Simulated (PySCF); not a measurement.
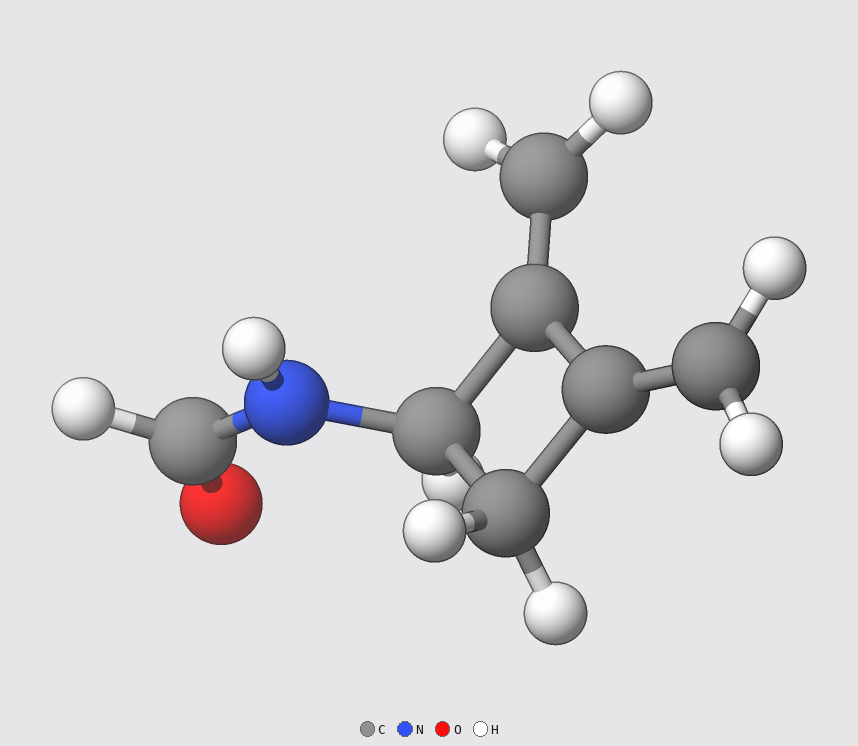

A ball-and-stick model of a molecule.

The geometry was computed by an optimisation with GFN2-xTB. No frequency run is at hand to confirm it as a minimum.

Count the atoms of each element.

Answer. C₇H₉NO, 18 atoms: 7 carbon, 9 hydrogen, 1 nitrogen and 1 oxygen.

Name some functional groups or characteristic bonds that it holds.

Answer. Among them: amide, alkene.

Describe its rings.

Answer. Independent rings (smallest set): 1 of 4 members.

More results for the same structure follow; atom numbers are the same in all pictures, views and colours differ.

### Shape

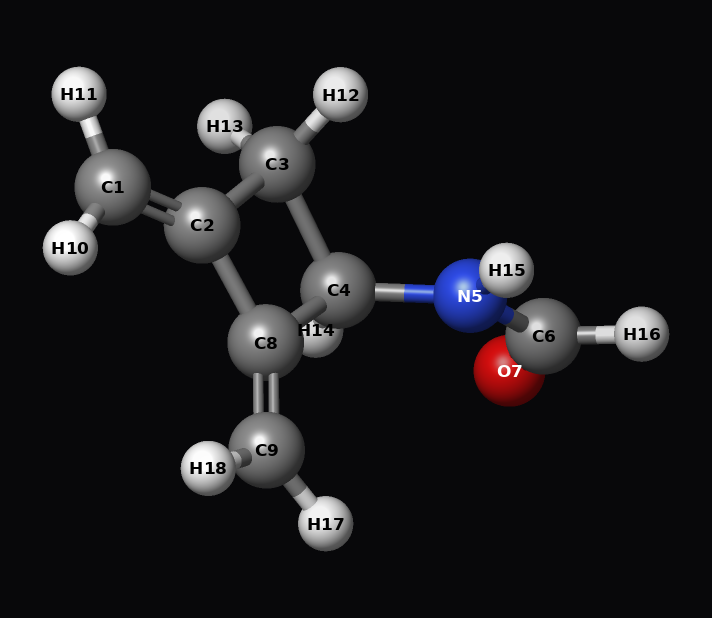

Atoms carry their numbers in the input. No frequency run is at hand to confirm it as a minimum.

Estimate the angles C1–C2–C8, C2–C1–H10, C2–C3–H12, C2–C8–C4, C3–C4–C8, C4–C3–H12, C4–N5–H15, N5–C4–C8, N5–C4–H14, N5–C6–H16, C6–N5–H15, C8–C4–H14.

```
    angle  degrees
 C1–C2–C8    134.5
C2–C1–H10    121.6
C2–C3–H12    114.0
 C2–C8–C4     91.4
 C3–C4–C8     88.2
C4–C3–H12    113.8
C4–N5–H15    117.1
 N5–C4–C8    116.1
N5–C4–H14    106.6
N5–C6–H16    111.8
C6–N5–H15    120.1
C8–C4–H14    114.5
```

### Ring current

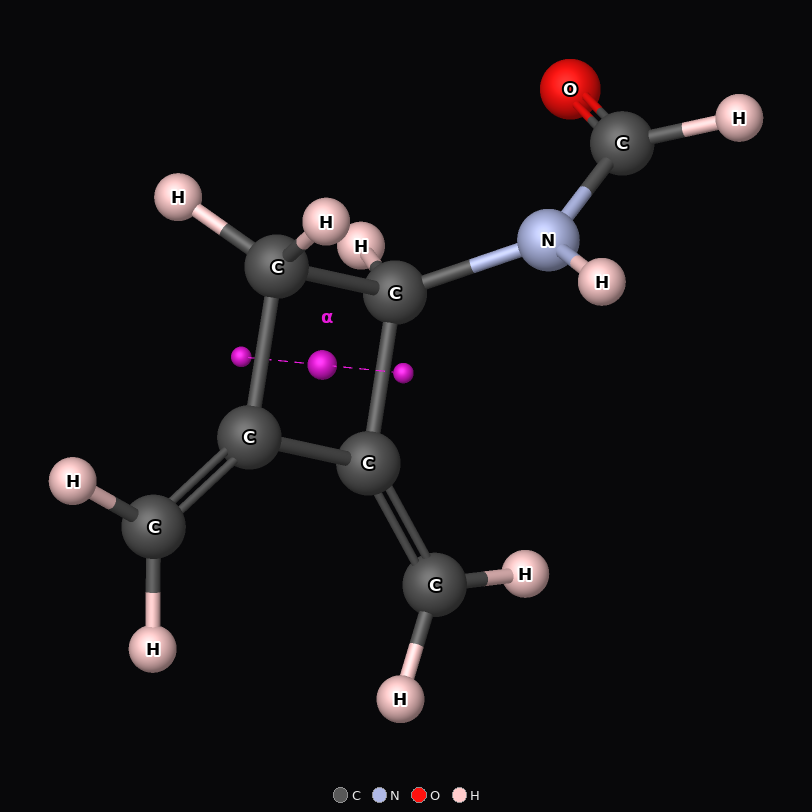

The small points mark where nucleus-independent chemical shifts (NICS) were computed: at the centre of each lettered ring and 1 Å above and below it. No frequency run is at hand to confirm it as a minimum. Method: GIAO PBE0/pcSseg-1 NMR shielding, non-relativistic, gas phase (PySCF 2.14.0).

Give NICS(0), NICS(1) and the out-of-plane component NICS(1)zz for each ring (means of the two sides).

| ring | members | NICS(0) | NICS(1) | NICS(1)zz |
| --- | --- | --- | --- | --- |
| α | C4 | 4.0 | −1.6 | 1.4 |

Values in ppm.

### Dipole moment

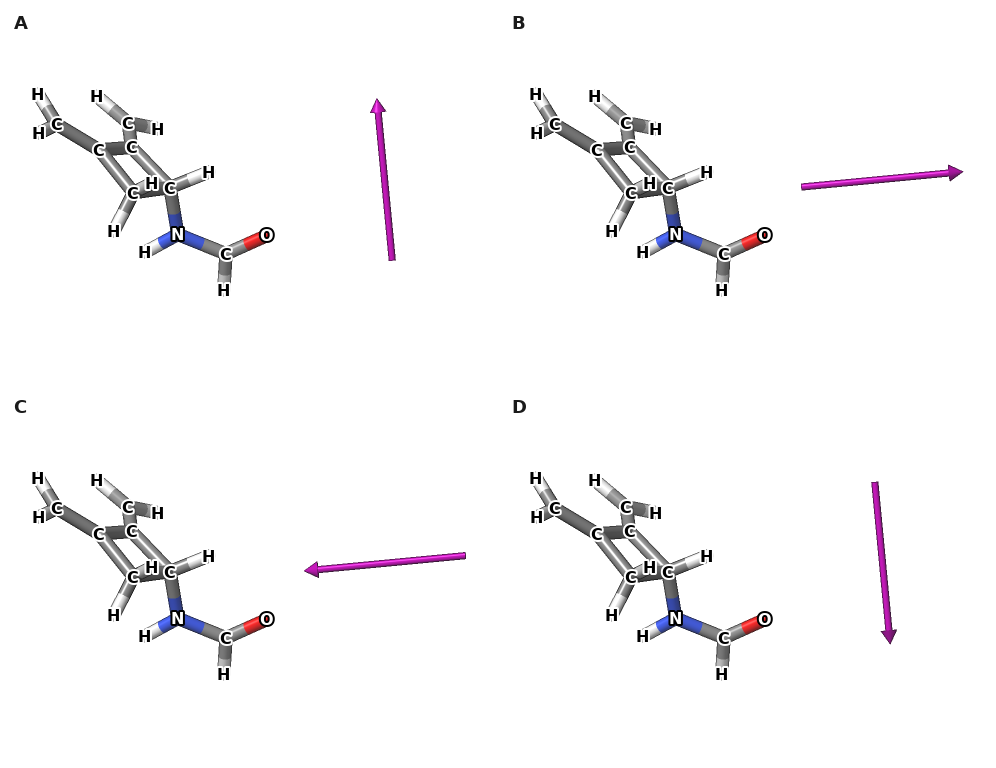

The same molecule four times, each with an arrow. No frequency run is at hand to confirm it as a minimum. Method: PBE0/def2-SVPD, gas phase (PySCF 2.14.0).

Which arrow points along the dipole moment, from the negative to the positive end?

Answer. C. The dipole moment is 3.82 D.

### Charges

The questions are on IAO charges. No frequency run is at hand to confirm it as a minimum. Properties computed with PBE0/pcSseg-1, gas phase (PySCF 2.14.0).

Which atom carries the highest charge (most positive or least negative)?

Answer. C6 (0.31 e).

And the lowest?

Answer. O7 (−0.49 e).

Give the IAO charges atom by atom.

| atom | value (e) |
| --- | --- |
| C1 | −0.33 |
| C2 | 0.00 |
| C3 | −0.29 |
| C4 | −0.03 |
| N5 | −0.33 |
| C6 | 0.31 |
| O7 | −0.49 |
| C8 | −0.01 |
| C9 | −0.32 |
| H10 | 0.15 |
| H11 | 0.16 |
| H12 | 0.15 |
| H13 | 0.16 |
| H14 | 0.18 |
| H15 | 0.27 |
| H16 | 0.10 |
| H17 | 0.16 |
| H18 | 0.16 |
